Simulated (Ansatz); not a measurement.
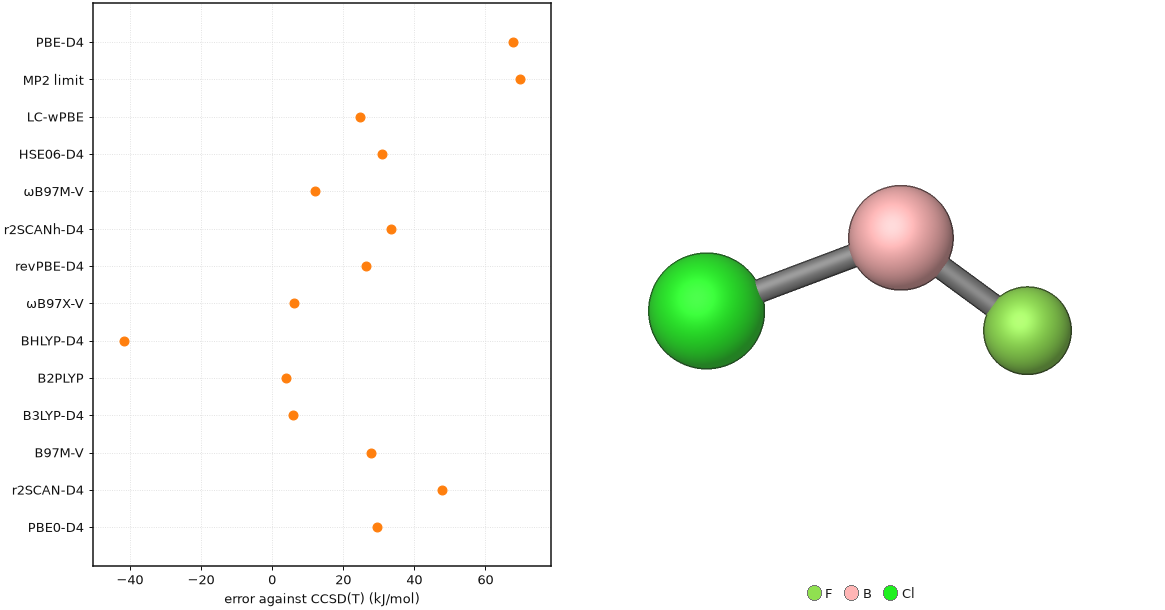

Error in the electronic atomisation energy (method less reference, so positive means overbinding) of BClF, SMILES F[B]Cl, doublet: functionals in def2-TZVPP against frozen-core CCSD(T) at the limit (scheme: direct), which gives 1038.0 kJ/mol, at a PBE0-D4/def2-TZVP geometry (a minimum by its frequencies), no zero-point or spin-orbit term, the Ansatz code. The reference leaves out core correlation, a term that grows with the number of heavy atoms. B2PLYP holds a correlation term that converges slowly with the basis, so part of the distance to the limit is basis error. No dispersion term is added to LC-wPBE and B2PLYP. Limit means the basis limit.

**What range do the values span?**

From −41.6 kJ/mol (BHLYP-D4) to 69.7 kJ/mol (MP2 limit).

**Give the values.**

```tsv
level	kJ/mol
PBE-D4	67.7
MP2 limit	69.7
LC-wPBE	24.8
HSE06-D4	30.8
ωB97M-V	11.9
r2SCANh-D4	33.5
revPBE-D4	26.5
ωB97X-V	6.1
BHLYP-D4	−41.6
B2PLYP	3.8
B3LYP-D4	6.0
B97M-V	27.7
r2SCAN-D4	47.8
PBE0-D4	29.4
```
